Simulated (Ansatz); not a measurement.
## A convergence test on Y2Ti2O7 (Fd-3m): k mesh of the density

Aim: see how gap, energy and time of Y2Ti2O7 (Fd-3m) follow the k mesh of the density.

Main program and level: Ansatz 0.2.0; DFT, LDA, plane waves, PAW.

### 1. The starting structure

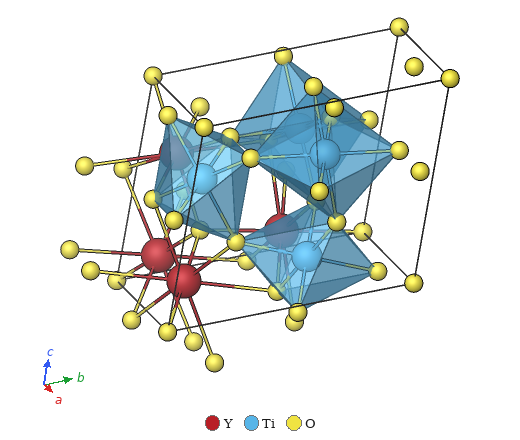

The cell as given, slightly off an axis (yttrium red, titanium blue, oxygen yellow). Bonds to atoms that aren't drawn are left out. Some periodic images of atoms are drawn too.

Geometry: measured cell, ions relaxed with LDA. The runs that relaxed it are not among those shown. The default PAW set here is soft_2. Its files were made with PBE.

### 2. k mesh of the density: 2×2×2

input.yaml reads:

```yaml
crystal:
  lattice:
    - [0.0, 5.0493, 5.0493]
    - [5.0493, 0.0, 5.0493]
    - [5.0493, 5.0493, 0.0]
  atoms:
    - { symbol: "Y", position: [0.125, 0.125, 0.125] }
    - { symbol: "Y", position: [0.625, 0.125, 0.125] }
    - { symbol: "Y", position: [0.125, 0.125, 0.625] }
    - { symbol: "Y", position: [0.125, 0.625, 0.125] }
    - { symbol: Ti, position: [0.625, 0.625, 0.625] }
    - { symbol: Ti, position: [0.125, 0.625, 0.625] }
    - { symbol: Ti, position: [0.625, 0.625, 0.125] }
    - { symbol: Ti, position: [0.625, 0.125, 0.625] }
    - { symbol: O, position: [0.5454541437, 0.9545458563, 0.9545458563] }
    - { symbol: O, position: [0.7045458563, 0.2954541437, 0.7045458563] }
    - { symbol: O, position: [0.9545458563, 0.5454541437, 0.5454541437] }
    - { symbol: O, position: [0.2954541437, 0.7045458563, 0.2954541437] }
    - { symbol: O, position: [0.9545458563, 0.5454541437, 0.9545458563] }
    - { symbol: O, position: [0.7045458563, 0.7045458563, 0.2954541437] }
    - { symbol: O, position: [0.5454541437, 0.9545458563, 0.5454541437] }
    - { symbol: O, position: [0.2954541437, 0.2954541437, 0.7045458563] }
    - { symbol: O, position: [0.7045458563, 0.2954541437, 0.2954541437] }
    - { symbol: O, position: [0.9545458563, 0.9545458563, 0.5454541437] }
    - { symbol: O, position: [0.2954541437, 0.7045458563, 0.7045458563] }
    - { symbol: O, position: [0.5454541437, 0.5454541437, 0.9545458563] }
    - { symbol: O, position: [0.0, 0.0, 0.0] }
    - { symbol: O, position: [0.25, 0.25, 0.25] }
kpoints:
  mp_grid: { grid: [2, 2, 2] }
  band_path:
    path:
      - [0.0, 0.0, 0.0]
      - [0.5, 0.0, 0.5]
      - [0.625, 0.25, 0.625]
      - [0.375, 0.375, 0.75]
      - [0.5, 0.5, 0.5]
      - [0.5, 0.25, 0.75]
    npoints: 1
hamiltonian:
  xc: lda
scf:
  occupations: { method: fixed }
  n_extra_bands: 11
output:
  eigenvalues: true
```

Started as:

```
$ ansatz run input.yaml --threads 24 --pin off --max-ram 82944MiB --backend cuda --events-out ev --progress --plain --runs-dir out --devices 1 --max-vram 78GiB
```

Numbers of over 12 decimals in the logs are rounded to 6 here.

What it wrote:

```text
scf.n_extra_bands = 11 over 88 filled bands (N_el = 176.0): the run solves 99 bands
GPUs: using 1 of 1 available (devices: 1).
Engine: ansatz 0.2.0, aarch64-unknown-linux-gnu
Pseudopotentials: kind: paw
Pseudopotential: Y, paw, valence charge 11, recommended cutoff 420 eV (normal), Y.paw.azcp
Pseudopotential: Ti, paw, valence charge 12, recommended cutoff 420 eV (normal), Ti.paw.azcp
Pseudopotential: O, paw, valence charge 6, recommended cutoff 420 eV (normal), O.paw.azcp
Functional definition: SPW92
  exchange = slater_x
  correlation = pw_c
device memory: the entry about to start is reckoned to put 5.8 GiB on a device that reports 176.9 GiB free (of which the cap on the GPU budget leaves the run 78.0 GiB)
GPU FFT provider: cuFFT
GPU libraries: cuBLAS 13.8.1, cuFFT 12.4.0, cuSOLVER 12.3.2
GPU matrix products: emulated (plane waves: as basis.precision tells), large ones in fixed point in workspaces of 1.00 GiB
Crystal: 22 atoms, lattice volume = 257.468 Å³
Basis set: ecut = 420 eV, 5029 PW (Γ)
Bands: 99, of which v1, the nominal top of the filled ones, is band 88 counted from 1 (87 counted from 0)
Symmetry: 48 space group operations
Space group: Fd-3m (ITA 227), of the structure as read, at distance tolerance 6.4e-5 Å
k-points: 3 of 8
Non-local potential: Y, projectors of the file, l = 0: 3, l = 1: 2, l = 2: 2, l = 3: 1
Non-local potential: Ti, projectors of the file, l = 0: 3, l = 1: 2, l = 2: 3, l = 3: 1
Non-local potential: O, projectors of the file, l = 0: 2, l = 1: 2, l = 2: 1
PAW form: soft (Blöchl's): semilocal exchange-correlation on the pseudo side does not see the compensation charge
PAW frozen core: Y, regenerated for the run's functional, and the local potential with it (the file was generated under x = pbe(κ = 0.804, μ = 0.219515), c = pbe(β = 0.066725))
PAW frozen core: Ti, regenerated for the run's functional, and the local potential with it (the file was generated under x = pbe(κ = 0.804, μ = 0.219515), c = pbe(β = 0.066725))
PAW frozen core: O, regenerated for the run's functional, and the local potential with it (the file was generated under x = pbe(κ = 0.804, μ = 0.219515), c = pbe(β = 0.066725))
PAW one-centre angular grid: Y, 590 points (default); XC on 64 Gauss nodes
PAW one-centre angular grid: Ti, 590 points (default); XC on 64 Gauss nodes
PAW one-centre angular grid: O, 110 points (default); XC on 64 Gauss nodes
Initial density: superposition of atomic densities (neutral atoms: chi_scale 0, normalization atom), corrected by the library's trained network
Initial wavefunctions: pseudopotential atomic-orbital guess
GPU buffer pool allocated for 110592 grid points (all kernels)
GPU transforms: local potential and band sums: pruned to the plane-wave sphere, on 45×48×48
Functional: x = slater, c = lda
SCF iter   1: F=—  HF=-32598.058730 eV  |F-HF|=—  |Δ(HF+E_count)|=         —  Δρ=1.77e-2  dr2=7.14e-1  ethr=1.77e-3  ⟨swp⟩=3.7  Hψ=1043  notcnv=0  defer=12
preconditioner: auto → Resta (q_TF=auto, 2.561 Å⁻¹)  ε∞=6.4  [insulator: Δε(μ)=2.609 eV  Ē_g=11.635 eV  n_scr=64 (ndim 8)  ℏωp=27.0 eV  f_vac=0.019  ε∞_Penn≈6.4]
SCF iter   2: F=—  HF=-32597.909281 eV  |F-HF|=—  |Δ(HF+E_count)|=   1.49e-1  Δρ=7.42e-3  dr2=1.07e-1  ethr=4.06e-4  ⟨swp⟩=2.0  Hψ=527  notcnv=0  defer=27
SCF iter   3: F=—  HF=-32597.889276 eV  |F-HF|=—  |Δ(HF+E_count)|=   2.00e-2  Δρ=2.86e-3  dr2=1.57e-2  ethr=6.06e-5  ⟨swp⟩=2.3  Hψ=429  notcnv=0  defer=24
SCF iter   4: F=—  HF=-32597.886370 eV  |F-HF|=—  |Δ(HF+E_count)|=   2.91e-3  Δρ=1.16e-3  dr2=2.95e-3  ethr=8.90e-6  ⟨swp⟩=2.0  Hψ=410  notcnv=0  defer=27
SCF iter   5: F=—  HF=-32597.886056 eV  |F-HF|=—  |Δ(HF+E_count)|=   3.15e-4  Δρ=3.77e-4  dr2=3.48e-4  ethr=1.68e-6  ⟨swp⟩=2.0  Hψ=457  notcnv=0  defer=27
SCF iter   6: F=—  HF=-32597.884936 eV  |F-HF|=—  |Δ(HF+E_count)|=   1.12e-3  Δρ=1.09e-4  dr2=3.30e-5  ethr=1.98e-7  ⟨swp⟩=2.0  Hψ=429  notcnv=0  defer=5
SCF iter   7: F=—  HF=-32597.885712 eV  |F-HF|=—  |Δ(HF+E_count)|=   7.76e-4  Δρ=1.55e-5  dr2=5.13e-7  ethr=1.87e-8  ⟨swp⟩=2.0  Hψ=398  notcnv=0  defer=5
SCF iter   8: F=-32597.885712 eV  HF=-32597.885712 eV  |F-HF|=4.80e-10  |Δ(HF+E_count)|=   2.62e-7  Δρ=2.90e-6  dr2=2.01e-8  ethr=5.68e-11  ⟨swp⟩=8.7  Hψ=791  notcnv=0
SCF 1 converged in 8 iterations: F = -32597.885712 eV  dr2 = 2.01e-8
[...]
device memory: the entry about to start is reckoned to put 7.9 GiB on a device that reports 172.2 GiB free (of which the cap on the GPU budget leaves the run 78.0 GiB)
NSCF: frozen V_eff on 6 k-points
SCF converged after 8 iterations
Free energy (F): -32597.885712 eV
Harris-Foulkes:  -32597.885712 eV  (|F-HF|=4.80e-10)
Internal energy: -32597.885712 eV  (E = F + TS)
E sigma→0 (E₀):  -32597.885712 eV
Fermi energy:    9.262101 eV
--- Per-component energies (eV) ---
  E_band       = -1042.927030
  E_kinetic    = 4755.632630
  E_local      = -10174.804287  (includes V_loc(G=0)·N_el)
  E_nonlocal   = 934.419851
  E_hartree    = 3726.386589
  E_xc         = -2101.450560
  E_vxc        = -2602.939780  (∫ρ·V_xc dr)
  E_paw        = -16940.479528  (= ΣΔE_a)
  E_vpaw       = -1408.050525  (= ΣTr[D̂ρ^β])
  E_aug_tail   = 0.036121  (compensation charges beyond the density's cutoff)
  E_ewald      = -12801.605573
  E_core_change = 3.979045  (= ΣΔE_core)
  E_smearing   = -0.000000  (= −TS)
  E_closure    = -0.000000  (closes the sum)
  Σ components = -32597.885712   (vs F -32597.885712, Δ=0.00e0)
--- Band table (eV) ---
  k-point 0: bands = [... 84 lower, 8.4275, 9.2511, 9.2511, 9.2511, 12.0438, 12.0438, 12.2163, 12.2475, ... 7 higher]
  k-point 1: bands = [... 84 lower, 8.7887, 8.7887, 8.8910, 8.8910, 12.2553, 12.2553, 12.3893, 12.4283, ... 7 higher]
  k-point 2: bands = [... 84 lower, 8.6950, 8.6950, 9.2621, 9.2621, 12.4269, 12.4269, 12.5238, 12.5238, ... 7 higher]
```

Wall time 1 s (1 × NVIDIA GB200 (shared by 2 runs) with 24 threads of Arm Neoverse V2, shared host); peak memory 1.1 GiB; 2.2 s of CPU time.

The column dr2 measures how far the density is from self-consistency, as an energy; F and HF (Harris–Foulkes) agree once it is small.

This step gave:

- gap: 2.782 eV
- valence top at: X
- conduction bottom at: Γ
- least direct gap: 2.793 eV

The gap is indirect, with the least direct gap 0.011 eV higher.

### 3. k mesh of the density: 4×4×4 (the default)

input.yaml: that of step 2 with these lines changed.

```diff
@@ -29,12 +29,8 @@
 kpoints:
-  mp_grid: { grid: [2, 2, 2] }
+  mp_grid: { grid: [4, 4, 4] }
   band_path:
     path:
-      - [0.0, 0.0, 0.0]
-      - [0.5, 0.0, 0.5]
-      - [0.625, 0.25, 0.625]
-      - [0.375, 0.375, 0.75]
-      - [0.5, 0.5, 0.5]
-      - [0.5, 0.25, 0.75]
-    npoints: 1
+      - [[0.0, 0.0, 0.0], [0.5, 0.0, 0.5], [0.625, 0.25, 0.625]]
+      - [[0.375, 0.375, 0.75], [0.0, 0.0, 0.0], [0.5, 0.5, 0.5], [0.5, 0.25, 0.75], [0.5, 0.0, 0.5]]
+    npoints: 10
 hamiltonian:
@@ -42,3 +38,3 @@
 scf:
-  occupations: { method: fixed }
+  occupations: { method: fermi_dirac, width: 0.02 }
   n_extra_bands: 11
```

What it wrote:

```text
[...]
GPUs: using 1 of 1 available (devices: 1).
[...]
GPU FFT provider: cuFFT
GPU libraries: cuBLAS 13.8.1, cuFFT 12.4.0, cuSOLVER 12.3.2
[...]
Crystal: 22 atoms, lattice volume = 257.468 Å³
Basis set: ecut = 420 eV, 5029 PW (Γ)
Bands: 99, of which v1, the nominal top of the filled ones, is band 88 counted from 1 (87 counted from 0)
[... 1 set-up line as in the run before ...]
[...]
--- Band table (eV; the first three rows and the last of 8) ---
  k-point 0: bands = [... 84 lower, 8.4218, 9.2444, 9.2444, 9.2444, 12.0530, 12.0530, 12.2226, 12.2572, ... 7 higher]
  k-point 1: bands = [... 84 lower, 8.6204, 8.7632, 9.0279, 9.0279, 12.2196, 12.2196, 12.3477, 12.4255, ... 7 higher]
  k-point 2: bands = [... 84 lower, 8.7836, 8.7836, 8.8848, 8.8848, 12.2643, 12.2643, 12.3974, 12.4354, ... 7 higher]
  k-point 7: bands = [... 84 lower, 8.7398, 8.7398, 9.0315, 9.0315, 12.3350, 12.3350, 12.5135, 12.5135, ... 7 higher]
[key lines of the parts left out:]
SCF converged after 8 iterations
Free energy (F): -32597.955783 eV
Fermi energy:    10.667969 eV
```

Run time: 1.9 s. Hardware: 1 × NVIDIA GB200 (shared by 2 runs) with 24 threads; peak memory 1.1 GiB; 4.5 s of CPU time.

This step gave:

- gap: 2.797 eV
- valence top at: X
- conduction bottom at: Γ
- least direct gap: 2.809 eV

The gap is 2.797 eV, +0.015 eV from the run before at this level.

### 4. k mesh of the density: 6×6×6

input.yaml: that of step 3 with these lines changed.

```diff
@@ -29,8 +29,12 @@
 kpoints:
-  mp_grid: { grid: [4, 4, 4] }
+  mp_grid: { grid: [6, 6, 6] }
   band_path:
     path:
-      - [[0.0, 0.0, 0.0], [0.5, 0.0, 0.5], [0.625, 0.25, 0.625]]
-      - [[0.375, 0.375, 0.75], [0.0, 0.0, 0.0], [0.5, 0.5, 0.5], [0.5, 0.25, 0.75], [0.5, 0.0, 0.5]]
-    npoints: 10
+      - [0.0, 0.0, 0.0]
+      - [0.5, 0.0, 0.5]
+      - [0.625, 0.25, 0.625]
+      - [0.375, 0.375, 0.75]
+      - [0.5, 0.5, 0.5]
+      - [0.5, 0.25, 0.75]
+    npoints: 1
 hamiltonian:
@@ -38,3 +42,3 @@
 scf:
-  occupations: { method: fermi_dirac, width: 0.02 }
+  occupations: { method: fixed }
   n_extra_bands: 11
```

What it wrote:

```text
[...]
GPUs: using 1 of 1 available (devices: 1).
[...]
GPU FFT provider: cuFFT
GPU libraries: cuBLAS 13.8.1, cuFFT 12.4.0, cuSOLVER 12.3.2
[...]
Crystal: 22 atoms, lattice volume = 257.468 Å³
Basis set: ecut = 420 eV, 5029 PW (Γ)
Bands: 99, of which v1, the nominal top of the filled ones, is band 88 counted from 1 (87 counted from 0)
[... 1 set-up line as in the run before ...]
[...]
--- Band table (eV; the first three rows and the last of 16) ---
  k-point 0: bands = [... 84 lower, 8.4217, 9.2443, 9.2443, 9.2443, 12.0531, 12.0531, 12.2227, 12.2573, ... 7 higher]
  k-point 1: bands = [... 84 lower, 8.5123, 8.9870, 9.1278, 9.1278, 12.1616, 12.1616, 12.2924, 12.3301, ... 7 higher]
  k-point 2: bands = [... 84 lower, 8.7231, 8.7231, 8.9442, 8.9442, 12.2483, 12.2483, 12.3946, 12.4336, ... 7 higher]
  k-point 15: bands = [... 84 lower, 8.6384, 8.6384, 9.1155, 9.1155, 12.3687, 12.3687, 12.4877, 12.4877, ... 7 higher]
[key lines of the parts left out:]
SCF converged after 8 iterations
Free energy (F): -32597.955138 eV
Fermi energy:    9.255903 eV
```

The job ended after 1.4 s (1 × NVIDIA GB200 (shared by 2 runs) with 24 threads; peak memory 1 GiB).

This step gave:

```
gap                  : 2.797 eV
valence top at       : X
conduction bottom at : Γ
least direct gap     : 2.809 eV
```

The gap is 2.797 eV, as in the run before at this level.

### 5. The series

Differences are against the last row; a negative gap means that bands overlap, and a run with a band path holds that path's time. Times are wall times on 1 × NVIDIA GB200 (shared by 2 runs) with 24 threads of Arm Neoverse V2, shared host, good to a factor of about two.

| k mesh of the density | gap (eV) | direct gap (eV) | gap error (eV) | energy error (meV/atom) | irreducible k | time |
| --- | --- | --- | --- | --- | --- | --- |
| 2×2×2 | 2.782 | 2.793 | −0.015 | +3.2 | 3 | 1 s |
| 4×4×4 | 2.797 | 2.809 | −0.0001 | +0.0 | 8 | 1.9 s |
| 6×6×6 | 2.797 | 2.809 | +0.000 | +0.0 | 16 | 1.4 s |

### 6. Outcome

* 2×2×2: 2.782 eV
* 4×4×4: 2.797 eV
* 6×6×6: 2.797 eV

**Reading.** The gap holds to 0.02 eV from 2×2×2 on, the cheapest setting tried. At 2×2×2 the gap is off by −0.015 eV and the energy by +3 meV/atom. The gap is read over the mesh and added points near the edges, so meshes differ mainly through the density and, for a hybrid, the exchange operator.

[Paths, hosts, dates, memory and timing lines, banners, echoed tables and standing remarks are left out of the program output.]

[Logs are printed without paths, hosts, clocks, repeated set-up lines and the standing remarks that a program may print on its own settings, such as how far it seeks lower states.]

[Runs of the session that timed out or met a known fault of the program may be left out.]

[Cells called generated may have been cut or substituted from an entry of the Crystallography Open Database or the Materials Project.]

[Hosts, paths, dates, database ids (printed as entryN), source tags and the programs' standing remarks are cut or masked in the printed files.]
